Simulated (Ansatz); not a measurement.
**HfSi2: response to strain**

The parent structure is HfSi2 (space group Cmcm, No. 63; a = 3.6503 Å, b = 14.3497 Å, c = 3.6352 Å). Axes: x, y, z lie along a, b, c of the conventional cell.

Strains are applied to the cell and any free atomic positions relax; under biaxial strain the out-of-plane vector relaxes too.

The values are results of DFT with PBEsol, PAW potentials and a 420 eV plane-wave cutoff in Ansatz (a quantum-chemistry and plane-wave program), scalar-relativistic without spin-orbit coupling, not measurements.

Notes on the quantities. energy relative to the base: free energy F.

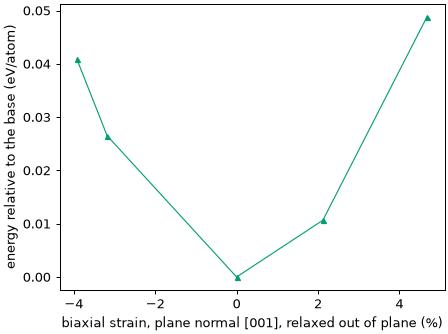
Energy relative to the base against biaxial strain, plane normal [001], relaxed out of plane

```csv
"biaxial strain, plane normal [001], relaxed out of plane (%)",energy relative to the base
-3.92,+41 meV/atom
-3.18,+27 meV/atom
2.12,+11 meV/atom
4.68,+49 meV/atom
```

Without a gap, meshes like the base's 13×13×13 leave anisotropic stresses uncertain by several tenths of a GPa, and small strain energies with them. No phonon test of stability was made. All final runs are without spin polarisation.
